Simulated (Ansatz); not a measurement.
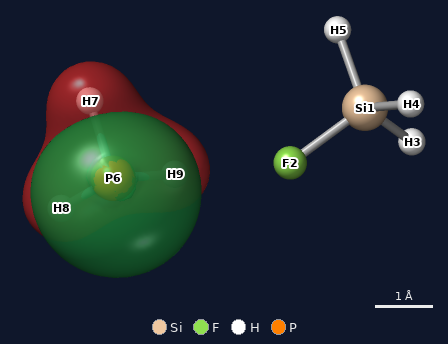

The picture shows: FH$_{3}$Si···PH$_{3}$. The HOMO at ±0.1 Å⁻³ᐟ² (green and red are the two phases), seen at a tilt.

Theory: RKS revPBE/def2-SVP in Ansatz 0.2.0.

```yaml
atoms:
  - { symbol: Si, position_ang: [1.0169, 0.0848, -0.5365] }
  - { symbol: F, position_ang: [0.1399, -0.0179, 0.8566] }
  - { symbol: H, position_ang: [2.4735, 0.1425, -0.1773] }
  - { symbol: H, position_ang: [0.6103, 1.3303, -1.2700] }
  - { symbol: H, position_ang: [0.7334, -1.1303, -1.3723] }
  - { symbol: P, position_ang: [-3.8227, 0.0727, 1.9716] }
  - { symbol: H, position_ang: [-4.1453, -1.0162, 1.0823] }
  - { symbol: H, position_ang: [-3.6150, -0.8207, 3.0845] }
  - { symbol: H, position_ang: [-2.4297, 0.0427, 1.6052] }
```

Q: What is the character of this orbital?

A: By Hirshfeld shares it lies mainly on P6 (about 80 %), H9 (about 5 %), H8 (about 5 %) and H7 (about 5 %); largely a lone pair of P6. Its energy is −6.39 eV.
